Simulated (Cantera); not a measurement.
A closed system holds: 1 mol PbO, 1.1 mol O2, 83 mol N2, held at 0.100 bar.

Cantera equilibrium calculation (NASA polynomials, part measured and part estimated; ideal gas, pure solids and liquids). Candidate condensed phases: Pb, PbO, PbO2, Pb3O4; 12 gas species. Gases not in the tables: (PbO)n polymers. Rates play no part.

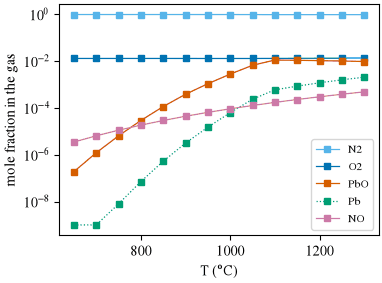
*Equilibrium gas composition (values under 1e-9 drawn at 1e-9)*

From 650 °C to 850 °C the condensed part is PbO(yellow). From 900 °C to 1050 °C the condensed part is PbO(l). From 1100 °C to 1300 °C nothing is condensed.
